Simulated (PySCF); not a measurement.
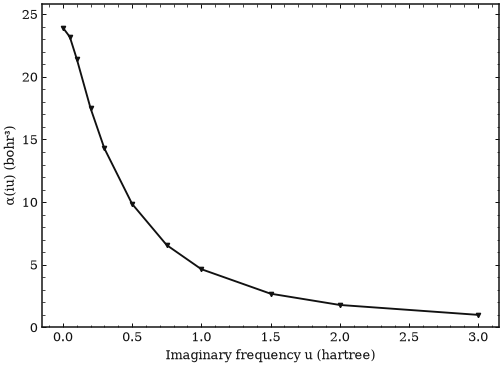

Dipole polarisability at imaginary frequency of Xe²⁺ ([Kr] 4d¹⁰ 5s² 5p³ 5d). Coupled response at the HF level; PySCF, aug-cc-pVQZ-PP with a 28-electron core potential, unrestricted single determinants, no spin-orbit coupling.

Give the static polarisability, its fall-off and C₆.

The static dipole polarisability is 23.9 bohr³; α(iu) falls to half of it near u = 0.39 hartree. The Casimir–Polder integral gives C₆ = 173 hartree bohr⁶ for two such species.
